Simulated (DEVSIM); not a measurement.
System: Ti/SiO2/p-GaSb capacitor, at 300 K.

| layer (left to right) | material | thickness (nm) | Na (cm⁻³) |
|---|---|---|---|
| 1 | SiO2 | 6.60 | - |
| 2 | GaSb | 2600 | 5.3e16 |

Metal gate on the left, work function 4.33 eV. Fixed charge at the semiconductor interface 0 cm⁻² (in units of +e); no interface traps.

This is a model device: material constants are rounded textbook-type values typed into the input, and sizes, dopings and lifetimes were drawn at random. Values at 300 K.

| parameter | SiO2 | GaSb |
|---|---|---|
| gap (eV) | 9 | 0.726 |
| affinity (eV) | 0.9 | 4.06 |
| permittivity | 3.9 | 15.7 |
| Nc (cm⁻³) | - | 2.1e17 |
| Nv (cm⁻³) | - | 1.8e19 |

Simulated with DEVSIM: 1D Poisson equation in equilibrium, Boltzmann statistics, complete ionisation; no quantum confinement or tunnelling. Metal contacts follow the ideal Schottky-Mott rule: no Fermi-level pinning, no interface dipoles.

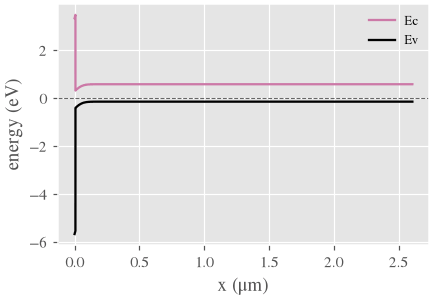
Fig. 1. Band edges at 0.1 V on the gate

Energies count from the Fermi level of the right contact; mesh points crowd at the junctions.

| x (μm) | Ec (eV) | Ev (eV) | n (cm⁻³) | p (cm⁻³) | field (V/cm) |
|---|---|---|---|---|---|
| 0.000 | 3.330 | -5.670 | < 1e2 | < 1e2 | 220000 |
| 0.001116 | 3.354 | -5.646 | < 1e2 | < 1e2 | 220000 |
| 0.003018 | 3.395 | -5.605 | < 1e2 | < 1e2 | 220000 |
| 0.005031 | 3.439 | -5.561 | < 1e2 | < 1e2 | 220000 |
| 0.006600 | 0.313 | -0.413 | 1.2e12 | 2.1e12 | 100000 |
| 0.007969 | 0.320 | -0.406 | 8.8e11 | 2.7e12 | 53000 |
| 0.01077 | 0.335 | -0.391 | 5.0e11 | 4.8e12 | 51000 |
| 0.02016 | 0.380 | -0.346 | 8.7e10 | 2.8e13 | 46000 |
| 0.03646 | 0.446 | -0.280 | 6.7e9 | 3.6e14 | 36000 |
| 0.07080 | 0.534 | -0.192 | 2.3e8 | 1.1e16 | 16000 |
| 0.1431 | 0.574 | -0.152 | 4.8e7 | 5.0e16 | 780 |
| 0.3859 | 0.575 | -0.151 | 4.5e7 | 5.3e16 | ≈ 0 |
| 0.8069 | 0.575 | -0.151 | 4.5e7 | 5.3e16 | ≈ 0 |
| 1.615 | 0.575 | -0.151 | 4.5e7 | 5.3e16 | ≈ 0 |
| 2.236 | 0.575 | -0.151 | 4.5e7 | 5.3e16 | ≈ 0 |
| 2.437 | 0.575 | -0.151 | 4.5e7 | 5.3e16 | ≈ 0 |
| 2.527 | 0.575 | -0.151 | 4.5e7 | 5.3e16 | ≈ 0 |
| 2.569 | 0.575 | -0.151 | 4.5e7 | 5.3e16 | ≈ 0 |
| 2.594 | 0.575 | -0.151 | 4.5e7 | 5.3e16 | ≈ 0 |
| 2.601 | 0.575 | -0.151 | 4.5e7 | 5.3e16 | ≈ 0 |
| 2.605 | 0.575 | -0.151 | 4.5e7 | 5.3e16 | ≈ 0 |
| 2.607 | 0.575 | -0.151 | 4.5e7 | 5.3e16 | ≈ 0 |
